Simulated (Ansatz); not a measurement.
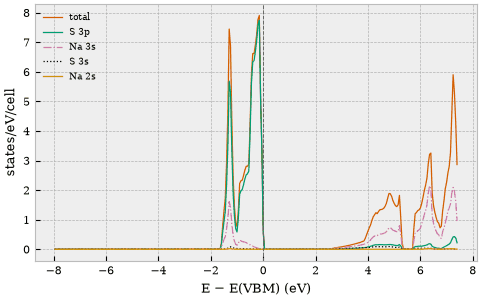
Total and projected density of states of Na₂S (anti-fluorite, Fm-3m), plane-wave PAW PBE (Ansatz code)

Task: Which orbitals carry the states next to the gap?

Result: Top 1 eV of the valence band: S 3p 94 %. Bottom 1 eV of the conduction band: Na 3s 62 %, S 3s 22 %, S 3p 13 %. Projections are on Löwdin-orthogonalised atomic valence shells; empty p or d shells of many metals are not among them.

The cell was relaxed with PBE under the symmetry of its start.

Potentials: the later of the program's two PAW sets.
